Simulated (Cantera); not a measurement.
Feed: 1 mol CS₂, a varied amount of O₂, held at 1802 °C and 1.00 bar.

Equilibrium computed with Cantera from the NASA thermochemical tables; the gas is ideal and each condensed phase is pure. Candidate condensed phases: C, S; 22 gas species. Equilibrium is a limit: real reactors are often held back by kinetics, nucleation or transport.

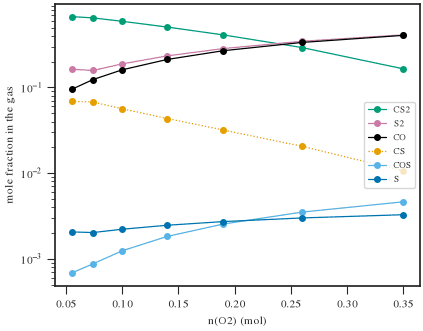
Fig. 1. Equilibrium gas composition (values under 1e-9 drawn at 1e-9)

Read off the mole fractions at 0.074 mol O₂.

CS₂ about 0.65, S₂ about 0.16, CO about 0.12, CS about 0.068, S about 0.0020, COS about 0.00087.
